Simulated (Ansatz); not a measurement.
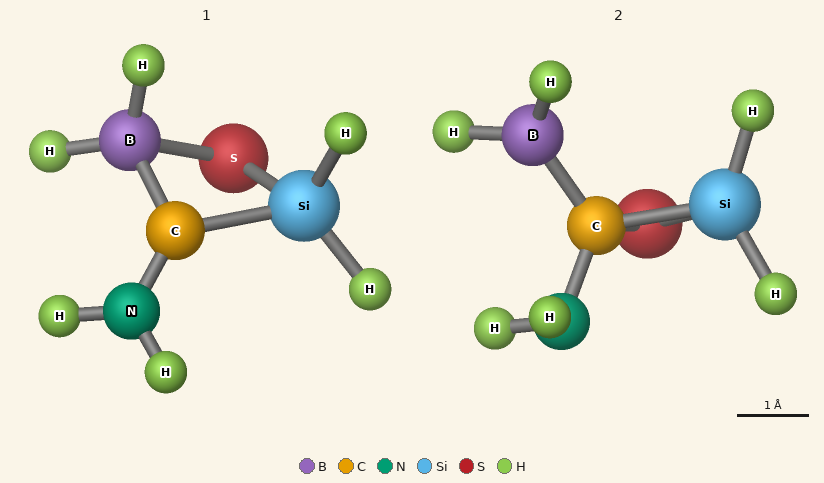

Two geometries of CH6BNSSi (coarse preliminary run), drawn at one scale. One is the start of a relaxation, the other its converged end. The picture is a ball-and-stick view, seen face on.

Theory: RKS PBE-D4/def2-SVP in Ansatz 0.2.0. Settings: force threshold 0.03 eV/Å; at most 200 steps.

Which geometry has the lower energy?

Answer. Structure 1 is the relaxed one. The start comes from a force field. The largest moves after the best rigid fit, 0.93 Å, are those of S and H atoms. By element the largest moves are S 0.93 Å, H 0.92 Å, C 0.58 Å, N 0.53 Å, B 0.51 Å, Si 0.13 Å. Near-neighbour distances that change, for instance: B–S 2.872 → 2.057 Å, C–S 1.810 → 2.494 Å, C–N 1.488 → 1.318 Å, H–Si 1.409 → 1.503 Å. New bonds form: B–S (2.87 → 2.06 Å). Bonds break: C–S (1.81 → 2.49 Å). Bond angles that change, for instance: C–Si–S 52.0° → 76.5°, C–N–H 104.0° → 123.4°, H–Si–H 127.9° → 109.7°. After 14 accepted moves (16 points after the start) the energy has fallen by 191.8 kJ/mol. Largest force component: 2.1 eV/Å at the start, 0.016 eV/Å at the end. The line search rejected the trial steps at points 11, 15 of the run. The run took 20 s on 4 threads of Intel Xeon @ 2.60GHz, with other jobs on the host.
